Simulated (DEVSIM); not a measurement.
Structure: Schottky contact on n-type β-Ga2O3, at 350 K.

```csv
layer (left to right),material,thickness (μm),Nd (cm⁻³),τn (s),τp (s)
1,β-Ga2O3,1.00,2.8e17,1e-8,1e-8
```

Left contact: Schottky, work function 4.91 eV, emission velocity 6.8e6 cm/s. Right contact: ohmic. Voltage is applied to the left contact. Recombination: SRH at mid-gap, radiative, Auger. Mobility is μmin + (μ − μmin)/(1 + (N/Nref)^α).

The device is made up for the run: typed textbook-type constants, with dimensions and the other settings drawn at random. Values at 300 K; Nc and Nv go as T^1.5, mobilities as T to minus their exponent, the gap by Varshni's rule with the affinity fixed.

```csv
parameter,β-Ga2O3
gap (eV),4.8
affinity (eV),4
permittivity,10
Nc (cm⁻³),3.7e18
Nv (cm⁻³),5e20
μn (cm²/Vs),160
μp (cm²/Vs),1
"μn,min",20
"μp,min",0.1
"Nref,n",1e18
"Nref,p",1e18
αn,0.8
αp,0.8
T exponent of μn,1.8
T exponent of μp,1.5
B (cm³/s),1e-12
Cn (cm⁶/s),1e-31
Cp (cm⁶/s),1e-31
Varshni α (eV/K),0.0004
Varshni β (K),600
```

Model (solved in DEVSIM): 1D drift-diffusion, Boltzmann statistics, complete ionisation; no tunnelling, impact ionisation, image-force lowering or self-heating. Metal contacts follow the ideal Schottky-Mott rule: no Fermi-level pinning, no interface dipoles.

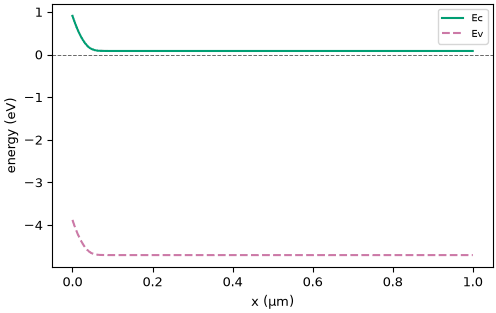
Figure. Band edges at zero bias

Energies count from the Fermi level of the right contact; mesh points crowd at the junctions.

```csv
x (μm),Ec (eV),Ev (eV),n (cm⁻³),p (cm⁻³),field (V/cm)
0.000,0.910,-3.878,370000,< 1e2,-280000
0.007888,0.702,-4.087,3.7e8,< 1e2,-240000
0.01824,0.476,-4.312,6.4e11,< 1e2,-190000
0.03182,0.263,-4.525,7.6e14,< 1e2,-120000
0.05570,0.104,-4.685,1.5e17,< 1e2,-22000
0.08098,0.086,-4.703,2.7e17,< 1e2,-1100
0.1142,0.085,-4.704,2.8e17,< 1e2,-16
0.1724,0.085,-4.704,2.8e17,< 1e2,≈ 0
0.2342,0.085,-4.704,2.8e17,< 1e2,≈ 0
0.3022,0.085,-4.704,2.8e17,< 1e2,≈ 0
0.4045,0.085,-4.704,2.8e17,< 1e2,≈ 0
0.5577,0.085,-4.704,2.8e17,< 1e2,≈ 0
0.6690,0.085,-4.704,2.8e17,< 1e2,≈ 0
0.7538,0.085,-4.704,2.8e17,< 1e2,≈ 0
0.8338,0.085,-4.704,2.8e17,< 1e2,≈ 0
0.8794,0.085,-4.704,2.8e17,< 1e2,≈ 0
0.9141,0.085,-4.704,2.8e17,< 1e2,≈ 0
0.9405,0.085,-4.704,2.8e17,< 1e2,≈ 0
0.9655,0.085,-4.704,2.8e17,< 1e2,≈ 0
0.9797,0.085,-4.704,2.8e17,< 1e2,≈ 0
0.9906,0.085,-4.704,2.8e17,< 1e2,≈ 0
1.000,0.085,-4.704,2.8e17,< 1e2,≈ 0
```
